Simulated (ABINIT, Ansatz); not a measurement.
# How the form of the self-energy moves the gap of BaTiO3 (P4mm)

Aim: compare treatments of exchange, screening and correlation for the gap of BaTiO3 (P4mm).

Program: ABINIT 10.8.3. Level of theory: PBE and many-body steps on it, plane waves. Results are calculated unless marked as measured.

### Step 1. Set-up

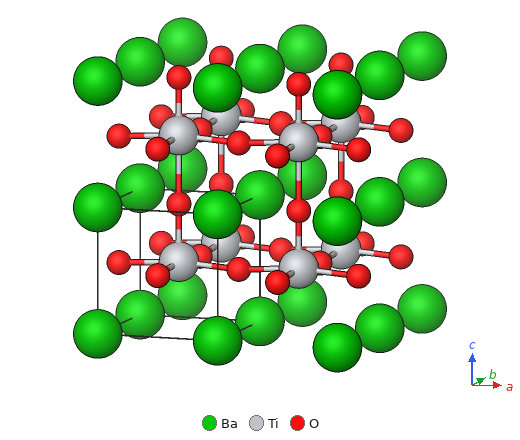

The cell as given, slightly off an axis (barium green, titanium light grey, oxygen red). 2×2×2 cells are drawn. Some periodic images of atoms are drawn too.

The cell and positions come from the Crystallography Open Database and are kept as given unless a step says otherwise. Spin-orbit coupling is left out unless a step names it.

### Step 2. Empty states on the mesh, 4×4×4 mesh, 322 bands

This step: ABINIT 10.8.3; DFT, PBE, plane waves, norm-conserving pseudopotentials.

The sums over transitions need many empty states on a uniform mesh; this step solves for them.

Contents of run.abi:

```
acell 3*1.0 Angstrom
rprim 
  3.990480000000 0.000000000000 0.000000000000
  0.000000000000 3.990480000000 0.000000000000
  0.000000000000 0.000000000000 4.023030000000
ntypat 3
znucl 56 22 8
natom 5
typat 1 2 3 3 3
xred 
  0.000000000000 0.000000000000 0.000000000000
  0.500000000000 0.500000000000 0.522000000000
  0.500000000000 0.500000000000 0.979000000000
  0.500000000000 0.000000000000 0.488000000000
  0.000000000000 0.500000000000 0.488000000000
pp_dirpath "pseudos"
pseudos "Ba.upf, Ti.upf, O.upf"
ecut 38
ngkpt 4 4 4
nshiftk 1
shiftk 0 0 0
kptopt 1
chksymbreak 0
irdden 1
istwfk *1
nband 322
prtvol 0
optdriver 6
gwr_task "HDIAGO"
paral_kgb 0
occopt 1
indata_prefix "in"
outdata_prefix "out"
tmpdata_prefix "tmp"
```

The run is started by

```console
$ OMP_NUM_THREADS=1 mpirun -n 4 abinit run.abi > log
```

Log:

```text
.Version 10.8.3 of ABINIT. v10.8.2 released Aug 2026.

 Symmetries : space group P4 m m (# 99); Bravais tP (primitive tetrag.)
[... echo of the input left out ...]
== DATASET  1 ==================================================================
-   mpi_nproc: 4, omp_nthreads: 1 (-1 if OMP is not activated)

--- !DatasetInfo
iteration_state: {dtset: 1, }
dimensions: {natom: 5, nkpt: 18, mband: 322, nsppol: 1, nspinor: 1, nspden: 1, mpw: 4868, }
cutoff_energies: {ecut:  38.0, pawecutdg:  -1.0, }
[...]
Indirect band gap semiconductor
 Fundamental gap:     1.851 (eV)
   VBM:     6.718 (eV) at k: [ 5.0000E-01,  5.0000E-01,  5.0000E-01]
   CBM:     8.569 (eV) at k: [ 0.0000E+00,  0.0000E+00,  0.0000E+00]
 Direct gap:         2.222 (eV) at k: [ 0.0000E+00,  0.0000E+00,  0.0000E+00]

== END DATASET(S) ==============================================================
================================================================================

 -outvars: echo values of variables after computation  --------
           etotal      0.0000000000E+00
            nband         322
             nkpt          18
          spgroup          99
 [... the other variables as echoed above ...]

 Calculation completed.
```

It took 7.1 min on 4 MPI ranks of Arm Neoverse V1, shared host; peak memory 5.3 GiB; 28 min of CPU time.

Numbers from this step:

- gap: 1.851 eV
- k of the valence top: 0.5, 0.5, 0.5
- k of the conduction bottom: 0, 0, 0
- least direct gap: 2.222 eV
- k points computed: 18
- lowest point of the top converged band, above the valence top: 145.1917 eV

On this mesh the gap is 1.851 eV.

The density comes from a self-consistent run that is not shown.

### Step 3. Screening, 4×4×4 mesh, 140 bands, screening to 141.5 eV

The RPA dielectric matrix is built and inverted for each q.

This step: RPA screening on PBE, plane waves, norm-conserving pseudopotentials.

Edit run.abi of step 2 so:

```diff
@@ -23,10 +23,11 @@
 chksymbreak 0
-irdden 1
 istwfk *1
-nband 322
-prtvol 0
-optdriver 6
-gwr_task "HDIAGO"
-paral_kgb 0
 occopt 1
+irdwfk 1
+optdriver 3
+nband 140
+ecuteps 5.2
+inclvkb 2
+awtr 1
+symchi 1
 indata_prefix "in"
```

Log:

```text
.Version 10.8.3 of ABINIT. v10.8.2 released Aug 2026.

 Symmetries : space group P4 m m (# 99); Bravais tP (primitive tetrag.)
[... echo of the input left out ...]
== DATASET  1 ==================================================================
-   mpi_nproc: 4, omp_nthreads: 1 (-1 if OMP is not activated)

--- !DatasetInfo
iteration_state: {dtset: 1, }
dimensions: {natom: 5, nkpt: 18, mband: 140, nsppol: 1, nspinor: 1, nspden: 1, mpw: 4868, }
cutoff_energies: {ecut:  38.0, pawecutdg:  -1.0, }
electrons: {nelect:   4.00000000E+01, charge:   0.00000000E+00, occopt:   1.00000000E+00, tsmear:   1.00000000E-02, }

 SCREENING: Calculation of the susceptibility and dielectric matrices

 Based on a program developped by R.W. Godby, V. Olevano, G. Onida, and L. Reining.
 Incorporated in ABINIT by V. Olevano, G.-M. Rignanese, and M. Torrent.
.Using double precision arithmetic ; gwpc =  8

[... cell and pseudopotentials left out ...]
--------------------------------------------------------------------------------

 ==== K-mesh for the wavefunctions ====
 Number of points in the irreducible wedge :    18
[... list of points left out ...]
 Together with  8 symmetry operations and time-reversal symmetry
 yields    64 points in the full Brillouin Zone.

 ==== Q-mesh for the screening function ====
 Number of points in the irreducible wedge :    18
[... list of points left out ...]
 Together with  8 symmetry operations and time-reversal symmetry
 yields    64 points in the full Brillouin Zone.

 setmesh: FFT mesh size selected  =    30x   30x   30
          total number of points  =        27000

 vcoul_init : cutoff-mode = AUXILIARY_FUNCTION
 q-points for optical limit:   1
     1)      0.000010    0.000020    0.000030

- screening: taking advantage of time-reversal symmetry
- Maximum band index for partially occupied states nbvw = 20
- Remaining bands to be divided among processors   nbcw = 120
- Number of bands treated by each node ~30

 Number of electrons calculated from density =   40.0000; Expected =   40.0000
 average of density, n =  0.092525
 r_s =    1.3716
 omega_plasma =   29.3417 [eV]

 calculating chi0 at frequencies [eV] :
  1    0.000000E+00    0.000000E+00
  2    0.000000E+00    2.934172E+01

--------------------------------------------------------------------------------
  q-point number  1        q = ( 0.000000, 0.000000, 0.000000) [r.l.u.]
--------------------------------------------------------------------------------
[... chi0 elements left out ...]
 For q-point:  0.000010 0.000020 0.000030
  dielectric constant =   5.8014
  dielectric constant without local fields =   6.4321

  Average fulfillment of the sum rule on Im[epsilon] for q-point    1 :     68.46  [%]
[... wings left out ...]
  q-point number  2        q = ( 0.250000, 0.000000, 0.000000) [r.l.u.]
--------------------------------------------------------------------------------
[... chi0 elements left out ...]
  Average fulfillment of the sum rule on Im[epsilon] for q-point    2 :     79.20  [%]

 [... 16 further q-points ...]
```

Run time: 4.2 min. Hardware: 4 MPI ranks; peak memory 2.1 GiB.

Numbers from this step:

```yaml
eps_infinity_with_local_fields_on_this_mesh_along_the_program_s_q_direction: 5.801
the_same_without_local_fields: 6.432
plasma_frequency: 29.34 eV
plane_waves_in_the_screening_matrix: 251
```

Local fields lower ε∞ by 10 %. On a Γ-centred mesh this coarse the value itself is usually too large, while a short band sum pulls it down.

### Step 4. G0W0, Godby-Needs plasmon pole

The self-energy is evaluated for the states that the input lists, and the levels follow from it, in one-shot runs by the linearised quasiparticle equation.

This step: G0W0 on PBE, plane waves, norm-conserving pseudopotentials.

Edit run.abi of step 3 so:

```diff
@@ -26,8 +26,17 @@
 irdwfk 1
-optdriver 3
+optdriver 4
 nband 140
+gwcalctyp 0
+ecutsigx 38
+symsigma 1
+nkptgw 2
+kptgw 
+  0.5000000000 0.5000000000 0.5000000000
+  0.0000000000 0.0000000000 0.0000000000
+bdgw 
+  18 23
+  19 23
 ecuteps 5.2
-inclvkb 2
-awtr 1
-symchi 1
+irdscr 1
+ppmodel 1
 indata_prefix "in"
```

Log:

```text
.Version 10.8.3 of ABINIT. v10.8.2 released Aug 2026.

 Symmetries : space group P4 m m (# 99); Bravais tP (primitive tetrag.)
[... echo of the input left out ...]
== DATASET  1 ==================================================================
-   mpi_nproc: 4, omp_nthreads: 1 (-1 if OMP is not activated)

--- !DatasetInfo
iteration_state: {dtset: 1, }
dimensions: {natom: 5, nkpt: 18, mband: 140, nsppol: 1, nspinor: 1, nspden: 1, mpw: 4868, }
cutoff_energies: {ecut:  38.0, pawecutdg:  -1.0, }
electrons: {nelect:   4.00000000E+01, charge:   0.00000000E+00, occopt:   1.00000000E+00, tsmear:   1.00000000E-02, }

 SIGMA: Calculation of the GW corrections

 Based on a program developped by R.W. Godby, V. Olevano, G. Onida, and L. Reining.
 Incorporated in ABINIT by V. Olevano, G.-M. Rignanese, and M. Torrent.
.Using double precision arithmetic ; gwpc =  8

[... cell and pseudopotentials left out ...]
--------------------------------------------------------------------------------

 ==== K-mesh for the wavefunctions ====
 Number of points in the irreducible wedge :    18
[... list of points left out ...]
 Together with  8 symmetry operations and time-reversal symmetry
 yields    64 points in the full Brillouin Zone.

 ==== Q-mesh for screening function ====
 Number of points in the irreducible wedge :    18
[... list of points left out ...]
 Together with  8 symmetry operations and time-reversal symmetry
 yields    64 points in the full Brillouin Zone.

 vcoul_init : cutoff-mode = AUXILIARY_FUNCTION
 q-points for optical limit:   1
     1)      0.000010    0.000020    0.000030
 setmesh: FFT mesh size selected  =    45x   45x   45
          total number of points  =        91125

 Number of electrons calculated from density =   40.0000; Expected =   40.0000
 average of density, n =  0.092525
 r_s =    1.3716
 omega_plasma =   29.3417 [eV]

 === KS Band Gaps ===
  >>>> For spin  1
   Minimum direct gap =   2.2217 [eV], located at k-point      :   0.0000  0.0000  0.0000
   Fundamental gap    =   1.8512 [eV], Top of valence bands at :   0.5000  0.5000  0.5000
                                       Bottom of conduction at :   0.0000  0.0000  0.0000
 SIGMA fundamental parameters:
 PLASMON POLE MODEL  1
 number of plane-waves for SigmaX                 4865
 number of plane-waves for SigmaC and W            251
 number of plane-waves for wavefunctions          4865
 number of bands                                   140
 number of independent spin polarizations            1
 number of spinorial components                      1
 number of k-points in IBZ                          18
 number of q-points in IBZ                          18
 number of symmetry operations                       8
 number of k-points in BZ                           64
 number of q-points in BZ                           64
 number of frequencies for dSigma/dE                 9
 frequency step for dSigma/dE [eV]                0.25
 number of omega for Sigma on real axis              0
 max omega for Sigma on real axis  [eV]           0.00
 zcut for avoiding poles [eV]                     0.10

 EPSILON^-1 parameters (SCR file):
 dimension of the eps^-1 matrix on file            251
 dimension of the eps^-1 matrix used               251
 number of plane-waves for wavefunctions          4865
 number of bands                                   140
 number of q-points in IBZ                          18
 number of frequencies                               2
 number of real frequencies                          1
 number of imag frequencies                          1

 matrix elements of self-energy operator (all in [eV])

 Perturbative Calculation

--- !SelfEnergy_ee
iteration_state: {dtset: 1, }
kpoint     : [   0.500,    0.500,    0.500, ]
spin       : 1
KS_gap     :    4.248
QP_gap     :    6.080
Delta_QP_KS:    1.832
data: !SigmaeeData |
     Band     E0 <VxcDFT>   SigX SigC(E0)      Z dSigC/dE  Sig(E)    E-E0       E
       18   6.542 -19.963 -24.993   4.955   0.766  -0.306 -20.021  -0.057   6.484
       19   6.542 -19.963 -24.993   4.955   0.766  -0.306 -20.021  -0.057   6.484
       20   6.718 -20.008 -25.051   5.008   0.764  -0.309 -20.034  -0.027   6.691
       21  10.965 -21.853 -13.090  -6.336   0.744  -0.344 -20.048   1.805  12.771
       22  10.977 -21.854 -13.211  -6.171   0.743  -0.345 -20.017   1.837  12.815
       23  10.977 -21.854 -13.211  -6.171   0.743  -0.345 -20.017   1.837  12.815

--- !SelfEnergy_ee
iteration_state: {dtset: 1, }
kpoint     : [   0.000,    0.000,    0.000, ]
spin       : 1
KS_gap     :    2.222
QP_gap     :    3.741
Delta_QP_KS:    1.519
data: !SigmaeeData |
     Band     E0 <VxcDFT>   SigX SigC(E0)      Z dSigC/dE  Sig(E)    E-E0       E
       19   6.347 -20.006 -24.534   4.475   0.771  -0.298 -20.047  -0.042   6.306
       20   6.347 -20.006 -24.534   4.475   0.771  -0.298 -20.047  -0.042   6.306
       21   8.569 -18.775 -11.365  -5.517   0.781  -0.281 -17.297   1.477  10.046
       22   8.936 -19.060 -12.059  -5.074   0.779  -0.284 -17.559   1.502  10.438
       23   8.936 -19.060 -12.059  -5.074   0.779  -0.284 -17.559   1.502  10.438

== END DATASET(S) ==============================================================
================================================================================

 -outvars: echo values of variables after computation  --------
           etotal      0.0000000000E+00
            nband         140
             nkpt          18
          spgroup          99
 [... the other variables as echoed above ...]

 Calculation completed.
```

Elapsed: 28 s, on 4 MPI ranks; peak memory 1.8 GiB; 1.8 min of CPU time.

Numbers from this step:

```
G0W0 gap on the points computed              : 3.355 eV
starting gap on the mesh                     : 1.851 eV
k of the valence top                         : 0.5, 0.5, 0.5
k of the conduction bottom                   : 0, 0, 0
Z at the valence top                         : 0.764
Z at the conduction bottom                   : 0.781
least direct G0W0 gap on the computed points : 3.740 eV
```

The gap on the mesh goes from 1.85 eV to 3.35 eV, a correction of +1.50 eV.

### Step 5. G0W0, Hybertsen-Louie plasmon pole

Edit run.abi of step 4 so:

```diff
@@ -40,3 +40,3 @@
 irdscr 1
-ppmodel 1
+ppmodel 2
 indata_prefix "in"
```

Log:

```text
.Version 10.8.3 of ABINIT. v10.8.2 released Aug 2026.

 Symmetries : space group P4 m m (# 99); Bravais tP (primitive tetrag.)
[... echo of the input left out ...]
== DATASET  1 ==================================================================
-   mpi_nproc: 4, omp_nthreads: 1 (-1 if OMP is not activated)

--- !DatasetInfo
iteration_state: {dtset: 1, }
dimensions: {natom: 5, nkpt: 18, mband: 140, nsppol: 1, nspinor: 1, nspden: 1, mpw: 4868, }
cutoff_energies: {ecut:  38.0, pawecutdg:  -1.0, }
electrons: {nelect:   4.00000000E+01, charge:   0.00000000E+00, occopt:   1.00000000E+00, tsmear:   1.00000000E-02, }

 SIGMA: Calculation of the GW corrections

 Based on a program developped by R.W. Godby, V. Olevano, G. Onida, and L. Reining.
 Incorporated in ABINIT by V. Olevano, G.-M. Rignanese, and M. Torrent.
.Using double precision arithmetic ; gwpc =  8

[... cell and pseudopotentials left out ...]
--------------------------------------------------------------------------------

 ==== K-mesh for the wavefunctions ====
 Number of points in the irreducible wedge :    18
[... list of points left out ...]
 Together with  8 symmetry operations and time-reversal symmetry
 yields    64 points in the full Brillouin Zone.

 ==== Q-mesh for screening function ====
 Number of points in the irreducible wedge :    18
[... list of points left out ...]
 Together with  8 symmetry operations and time-reversal symmetry
 yields    64 points in the full Brillouin Zone.

 vcoul_init : cutoff-mode = AUXILIARY_FUNCTION
 q-points for optical limit:   1
     1)      0.000010    0.000020    0.000030
 setmesh: FFT mesh size selected  =    45x   45x   45
          total number of points  =        91125

 Number of electrons calculated from density =   40.0000; Expected =   40.0000
[...]
number of omega for Sigma on real axis              0
 max omega for Sigma on real axis  [eV]           0.00
 zcut for avoiding poles [eV]                     0.10

 EPSILON^-1 parameters (SCR file):
 dimension of the eps^-1 matrix on file            251
 dimension of the eps^-1 matrix used               251
 number of plane-waves for wavefunctions          4865
 number of bands                                   140
 number of q-points in IBZ                          18
 number of frequencies                               2
 number of real frequencies                          1
 number of imag frequencies                          1

 matrix elements of self-energy operator (all in [eV])

 Perturbative Calculation

--- !SelfEnergy_ee
iteration_state: {dtset: 1, }
kpoint     : [   0.500,    0.500,    0.500, ]
spin       : 1
KS_gap     :    4.248
QP_gap     :    7.084
Delta_QP_KS:    2.836
data: !SigmaeeData |
     Band     E0 <VxcDFT>   SigX SigC(E0)      Z dSigC/dE  Sig(E)    E-E0       E
       18   6.542 -19.963 -24.993   4.378   0.831  -0.203 -20.505  -0.542   6.000
       19   6.542 -19.963 -24.993   4.378   0.831  -0.203 -20.505  -0.542   6.000
       20   6.718 -20.008 -25.051   4.434   0.830  -0.205 -20.513  -0.506   6.212
[...]
--- !SelfEnergy_ee
iteration_state: {dtset: 1, }
kpoint     : [   0.000,    0.000,    0.000, ]
spin       : 1
KS_gap     :    2.222
QP_gap     :    4.406
Delta_QP_KS:    2.184
data: !SigmaeeData |
     Band     E0 <VxcDFT>   SigX SigC(E0)      Z dSigC/dE  Sig(E)    E-E0       E
[...]
22   8.936 -19.060 -12.059  -4.976   0.846  -0.183 -17.348   1.713  10.649
       23   8.936 -19.060 -12.059  -4.976   0.846  -0.183 -17.348   1.713  10.649

== END DATASET(S) ==============================================================
================================================================================

 -outvars: echo values of variables after computation  --------
           etotal      0.0000000000E+00
            nband         140
             nkpt          18
          spgroup          99
 [... the other variables as echoed above ...]

 Calculation completed.
```

It took 27 s on 4 MPI ranks; peak memory 1.8 GiB.

Numbers from this step:

- G0W0 gap on the points computed: 4.08 eV
- starting gap on the mesh: 1.851 eV
- k of the valence top: 0.5, 0.5, 0.5
- k of the conduction bottom: 0, 0, 0
- Z at the valence top: 0.83
- Z at the conduction bottom: 0.846
- least direct G0W0 gap on the computed points: 4.406 eV

Against G0W0 in ABINIT (4×4×4 mesh, 140 bands, screening to 141.5 eV, Godby-Needs plasmon pole), the gap moves by +0.725 eV.

### Step 6. G0W0, von der Linden-Horsch plasmon pole

Edit run.abi of step 5 so:

```diff
@@ -40,3 +40,3 @@
 irdscr 1
-ppmodel 2
+ppmodel 3
 indata_prefix "in"
```

Log:

```text
.Version 10.8.3 of ABINIT. v10.8.2 released Aug 2026.

 Symmetries : space group P4 m m (# 99); Bravais tP (primitive tetrag.)
[... echo of the input left out ...]
== DATASET  1 ==================================================================
-   mpi_nproc: 4, omp_nthreads: 1 (-1 if OMP is not activated)

--- !DatasetInfo
iteration_state: {dtset: 1, }
dimensions: {natom: 5, nkpt: 18, mband: 140, nsppol: 1, nspinor: 1, nspden: 1, mpw: 4868, }
cutoff_energies: {ecut:  38.0, pawecutdg:  -1.0, }
[...]
Band     E0 <VxcDFT>   SigX SigC(E0)      Z dSigC/dE  Sig(E)    E-E0       E
[...]
22   8.936 -19.060 -12.059  -5.271   0.848  -0.179 -17.592   1.468  10.405
       23   8.936 -19.060 -12.059  -5.271   0.848  -0.179 -17.592   1.468  10.405

== END DATASET(S) ==============================================================
================================================================================

 -outvars: echo values of variables after computation  --------
           etotal      0.0000000000E+00
            nband         140
             nkpt          18
          spgroup          99
 [... the other variables as echoed above ...]

 Calculation completed.
```

Run time: 14 s. Hardware: 4 MPI ranks; peak memory 1.7 GiB; 54 s of CPU time.

Numbers from this step:

```
G0W0 gap on the points computed              : 3.489 eV
starting gap on the mesh                     : 1.851 eV
k of the valence top                         : 0.5, 0.5, 0.5
k of the conduction bottom                   : 0, 0, 0
least direct G0W0 gap on the computed points : 3.878 eV
```

Against G0W0 in ABINIT (4×4×4 mesh, 140 bands, screening to 141.5 eV, Godby-Needs plasmon pole), the gap moves by +0.134 eV.

(Continued in part 2 of 2.)

[Paths, hosts, dates, memory and timing lines, banners, echoed tables and standing remarks are left out of the program output.]

[Logs are printed without paths, hosts, clocks, repeated set-up lines and the standing remarks that a program may print on its own settings, such as how far it seeks lower states.]

[Runs of the session that timed out or met a known fault of the program may be left out.]

[Hosts, paths, dates, database ids (printed as entryN), source tags and the programs' standing remarks are cut or masked in the printed files.]

[G0W0 gaps are taken among the corrected bands and points alone; a level outside them can change the order at an edge.]

[Where Ansatz stands beside ABINIT at settings called matched, ABINIT's density can come from a denser mesh and the files from another edition; pairs whose starting gaps differed by over 0.03 eV were left out, so agreement reads better than it is.]
